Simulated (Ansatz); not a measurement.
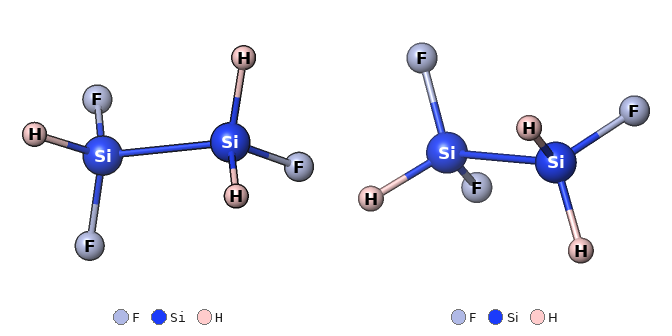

Two views of one molecule.

**Which formula does it have?**

F3H3Si2, 8 atoms: 3 fluorine, 3 hydrogen and 2 silicon.

**Write the SMILES.**

F[SiH2][SiH](F)F

**Name some functional groups or characteristic bonds that it holds.**

Among them: Si–H bond.

**What is the point group of this geometry?**

Cs.

**How many sets of symmetry-equivalent atoms are there?**

6: 1 F, 1 Si, 1 Si, 2 F, 2 H, 1 H.

The parts below concern this one geometry. Atoms keep their numbers from picture to picture. Computed geometry: PBE0-D4/def2-TZVP optimisation. No frequency run is at hand to confirm it as a minimum.

## Shape

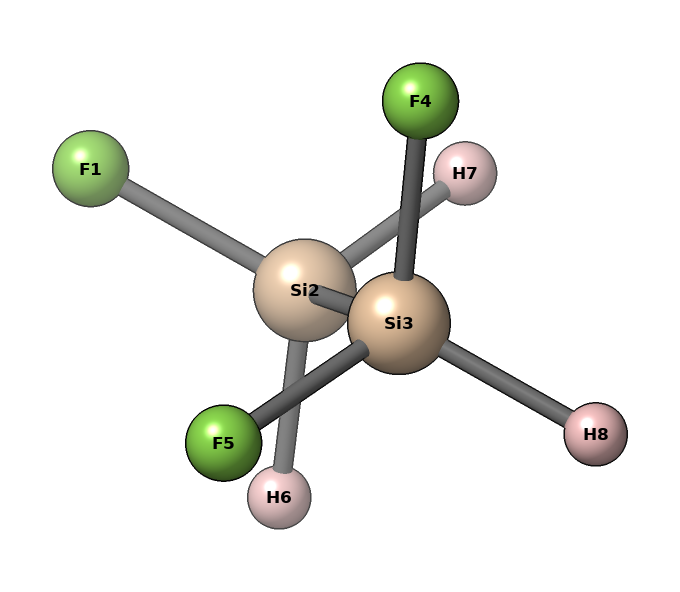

Si2 lies behind Si3. The molecule seen a little off the Si3–Si2 bond, Si3 in front. Distant atoms are faded towards the background colour. No frequency run is at hand to confirm it as a minimum.

**What is the torsion angle F4–Si3–Si2–F1? The sign is positive where the front bond must turn clockwise to cover the back bond.**

−59°, synclinal (gauche). The bonds about Si3–Si2 are staggered.

## Dipole moment

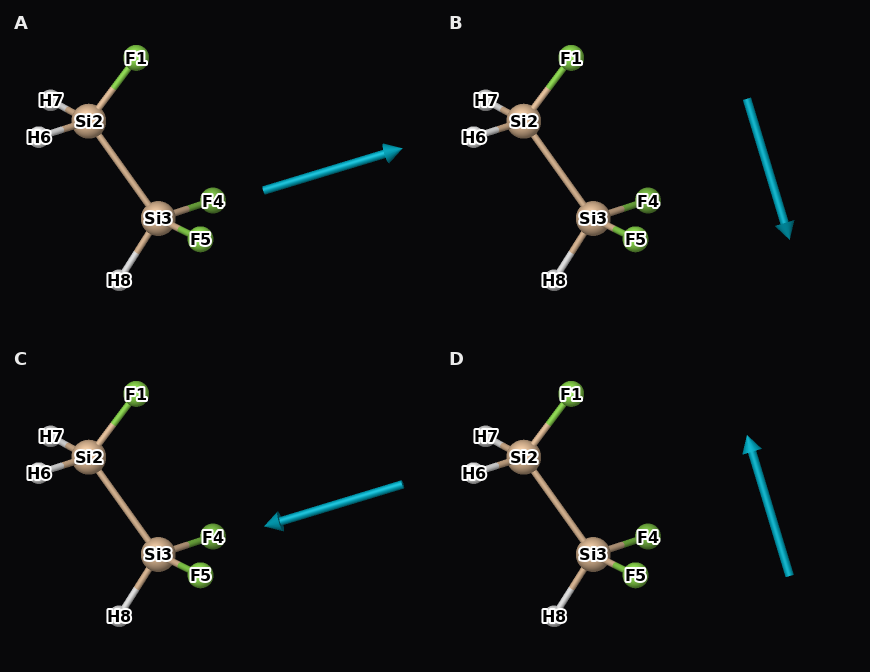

The same molecule four times, each with an arrow. No frequency run is at hand to confirm it as a minimum. Properties computed with RKS PBE0-D4/def2-TZVP (Ansatz 0.2.0).

**Which arrow points along the dipole moment, from the negative to the positive end?**

C. The dipole moment is 2.30 D; it points from the side of F4, F5 to the side of H6, H7 (the outermost atoms at the two ends).

## Levels of theory compared

No frequency run is at hand to confirm it as a minimum. Program: Ansatz 0.2.0.

Compare HOMO energy (eV) at these levels: B3LYP-D4/def2-TZVPP; PBE-D4/def2-TZVPP; PBE0-D4/def2-TZVPP; r2SCAN-D4/def2-TZVPP; ωB97M-V/def2-TZVPP; ωB97X-V/def2-TZVPP.

```json
{"level": "B3LYP-D4/def2-TZVPP", "HOMO energy (eV)": "−8.46"}
{"level": "PBE-D4/def2-TZVPP", "HOMO energy (eV)": "−7.32"}
{"level": "PBE0-D4/def2-TZVPP", "HOMO energy (eV)": "−8.64"}
{"level": "r2SCAN-D4/def2-TZVPP", "HOMO energy (eV)": "−7.64"}
{"level": "ωB97M-V/def2-TZVPP", "HOMO energy (eV)": "−10.71"}
{"level": "ωB97X-V/def2-TZVPP", "HOMO energy (eV)": "−10.96"}
```

## Charges

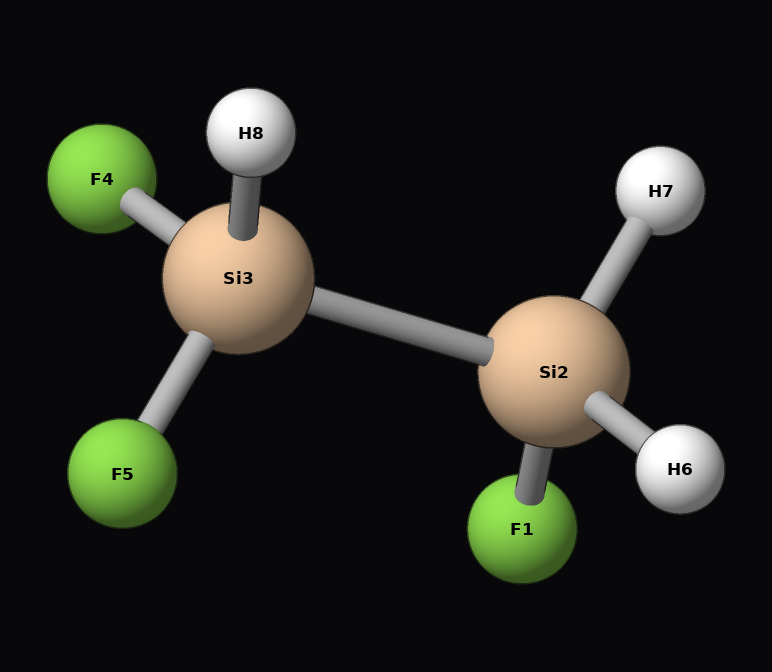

The questions are on Mulliken charges. No frequency run is at hand to confirm it as a minimum. Method: RKS B3LYP-D4/def2-TZVPP (Ansatz 0.2.0).

Give the Mulliken charges atom by atom.

```tsv
atom	value (e)
F1	−0.32
Si2	0.45
Si3	0.71
F4	−0.31
F5	−0.31
H6	−0.07
H7	−0.07
H8	−0.09
```

Mulliken values depend strongly on the basis set and can even reverse the polarity of a bond.
